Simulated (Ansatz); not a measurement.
## GaN (zinc blende): frozen-phonon scan

Relaxed GaN (zinc blende):

```
GaN
1.0
    0.00000     4.54850     4.54850
    2.27425     0.00000     2.27425
    2.27425     2.27425     0.00000
N Ga
2 2
Direct
  0.37500   0.75000   0.75000
  0.87500   0.75000   0.75000
  0.00000   0.00000   0.00000
  0.50000   0.00000   0.00000
```

The atoms are displaced by Q × the pattern below (from a DFPT mode at L = (0.5, 0.0, 0.0), largest move 1; Q in Å), at fixed cell. (q is in reciprocal vectors of the primitive cell; the cell shown is doubled to hold the pattern.)

```csv
atom,x,y,z
N1,-0.063,0.063,0.063
N2,0.063,-0.063,-0.063
Ga3,-0.577,0.577,0.577
Ga4,0.577,-0.577,-0.577
```

Calculation: PBE (plane waves to 420 eV, PAW, scalar-relativistic; Ansatz, an electronic-structure program). k mesh 6×12×12 (Γ-centred), Fermi-Dirac smearing 0.05 eV. Energies are smeared free energies. GaN was relaxed with its symmetry unable to fall. The zero of ΔE is the undisplaced structure.

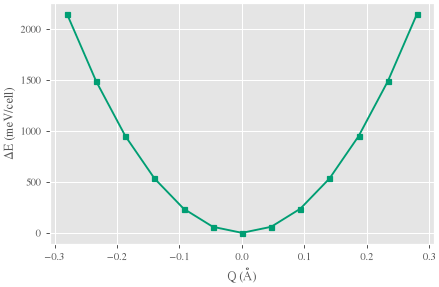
Figure: ΔE (meV/cell) against Q (Å); one marker a computed point.

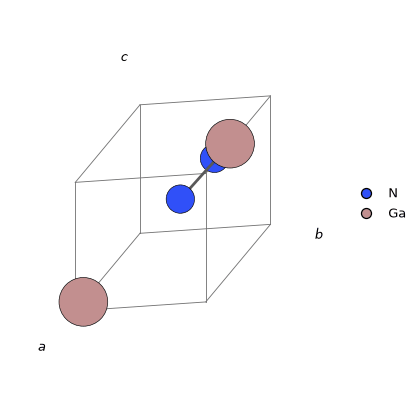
*The cell of the calculation at Q = -0.280 Å.*

The energy at Q = 0.280 Å is 2147 meV/cell. Space group of the distorted cell: R3m (No. 160), lowered from F-43m. Shape of the curve: a single well with its minimum at or next to zero displacement. Symmetry of the curve: even: the same for both signs. Harmonic wavenumber from the curvature (finite differences): 325 cm⁻¹.

E″ = 54.27 eV/Å², M = Σ mᵢ|uᵢ|² = 139.8 u, ν̃ = 521.5·√(|E″|/M).

(A displaced cell: forces are minus the slopes of the energy, force constants its curvatures, and phonons follow from these.)
